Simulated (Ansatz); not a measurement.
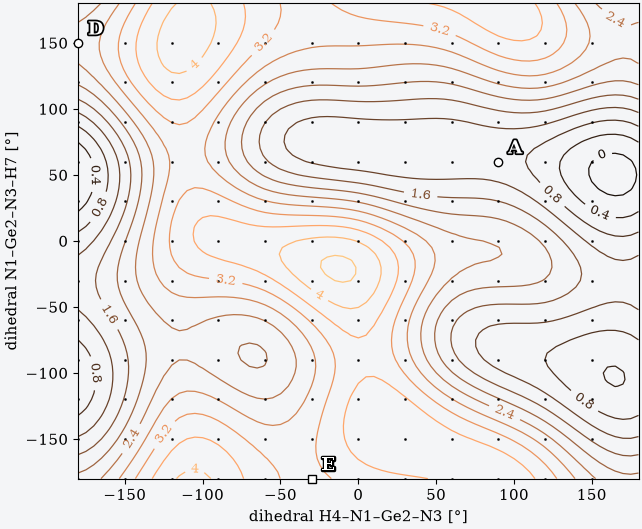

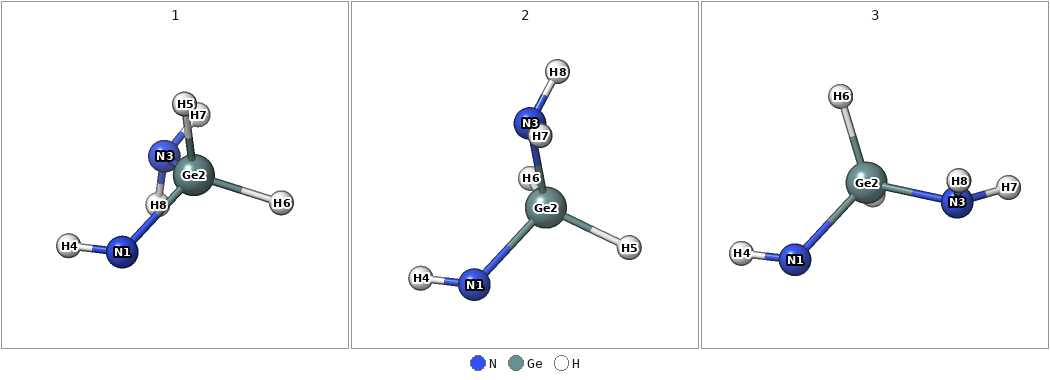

GeH5N2, SMILES [NH][GeH2][NH2], spin multiplicity 2. First axis: dihedral H4–N1–Ge2–N3. Second axis: dihedral N1–Ge2–N3–H7. Nothing is relaxed (all other coordinates rigid). The scan uses a 12 × 12 grid. All energies are given in kcal/mol relative to the lowest grid point. Method: Ansatz, UKS r2SCAN0-D4/def2-SVP.

In the figure: contour lines labelled in kcal/mol, dots at the grid points, lettered points. Between grid points the surface is interpolated. The numbered pictures are the structures at these points, in random order.

### Which structure belongs to which point?

A is structure 2: dihedral H4–N1–Ge2–N3 = 90°, dihedral N1–Ge2–N3–H7 = 60°, 0.96 kcal/mol; D is structure 3: dihedral H4–N1–Ge2–N3 = −180°, dihedral N1–Ge2–N3–H7 = 150°, 2.52 kcal/mol; E is structure 1: dihedral H4–N1–Ge2–N3 = −30°, dihedral N1–Ge2–N3–H7 = −180°, 3.12 kcal/mol.
